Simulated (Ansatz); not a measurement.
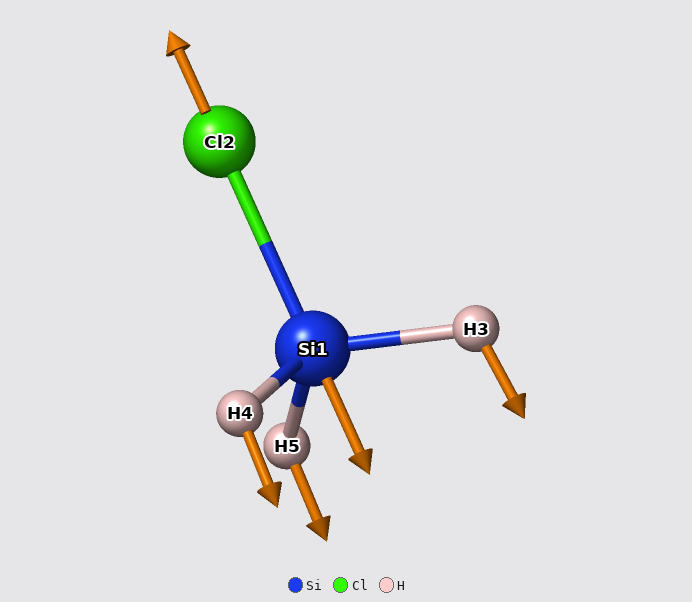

The arrows show one normal mode. Harmonic vibrations computed with RKS PBE0-D4/def2-TZVP (Ansatz 0.2.0) at a stationary point of the same level.

Q: What kind of motion is it?

A: Mostly Cl–Si stretching.

Q: At what wavenumber does it lie?

A: 552 cm⁻¹; it is mode 1 of 9 counted from the lowest.
